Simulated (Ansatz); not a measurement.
# C2H9AlGeSi: the cost of one run

All numbers below are computed with Ansatz 0.2.0 (RHF/def2-mTZVP).

**1. Starting point**

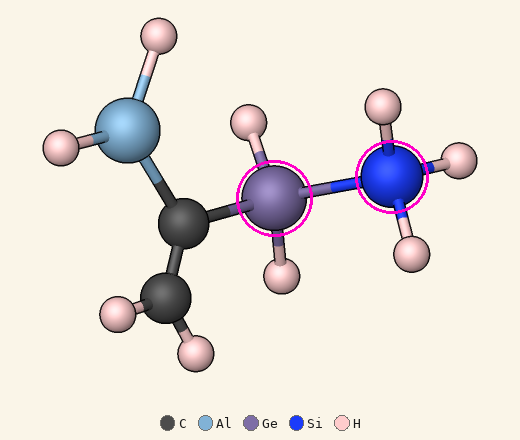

The starting structure, seen from a chosen angle (carbon dark grey, aluminium light blue, germanium purple, silicon blue, hydrogen pink). Ringed: Ge4, Si5.

As a file:

```xyz
14

C    -1.8811    0.8362   -0.3269
C    -1.0052   -0.0763   -0.4285
Al   -0.5926   -0.9043   -2.1752
Ge    0.0761   -0.5924    1.1210
Si    2.0070    0.5439    1.1316
H    -2.1475    1.3681    0.6131
H    -2.4562    1.2058   -1.2113
H     0.6279   -1.9946   -2.2463
H    -1.3390   -0.4472   -3.4387
H     0.2875   -2.1243    1.0862
H    -0.8134   -0.2751    2.4289
H     2.7764    0.2489   -0.0587
H     1.6843    2.0216    1.1896
H     2.7628    0.1605    2.3440
```

**2. Relaxing end A**

input.yaml

```yaml
crystal:
  periodic: [false, false, false]
  atoms:
    - { symbol: C, position_ang: [-1.8811, 0.8362, -0.3269] }
    - { symbol: C, position_ang: [-1.0052, -0.0763, -0.4285] }
    - { symbol: Al, position_ang: [-0.5926, -0.9043, -2.1752] }
    - { symbol: Ge, position_ang: [0.0761, -0.5924, 1.121] }
    - { symbol: Si, position_ang: [2.007, 0.5439, 1.1316] }
    - { symbol: H, position_ang: [-2.1475, 1.3681, 0.6131] }
    - { symbol: H, position_ang: [-2.4562, 1.2058, -1.2113] }
    - { symbol: H, position_ang: [0.6279, -1.9946, -2.2463] }
    - { symbol: H, position_ang: [-1.339, -0.4472, -3.4387] }
    - { symbol: H, position_ang: [0.2875, -2.1243, 1.0862] }
    - { symbol: H, position_ang: [-0.8134, -0.2751, 2.4289] }
    - { symbol: H, position_ang: [2.7764, 0.2489, -0.0587] }
    - { symbol: H, position_ang: [1.6843, 2.0216, 1.1896] }
    - { symbol: H, position_ang: [2.7628, 0.1605, 2.344] }
basis:
  gaussian: { orbitals: def2-mTZVP }
hamiltonian:
  xc: hf
relax:
  f_tol: 0.015
  max_steps: 40
```

Run with:

```bash
> ansatz run input.yaml --threads 2 --pin off --max-ram 3072MiB --backend cpu --events-out ev --progress --plain --runs-dir out
```

Q: Estimate wall time and peak memory on 2 threads of Intel Xeon Platinum 8488C (Sapphire Rapids), shared host.

About 59 s, with a peak of 0.44 GiB.
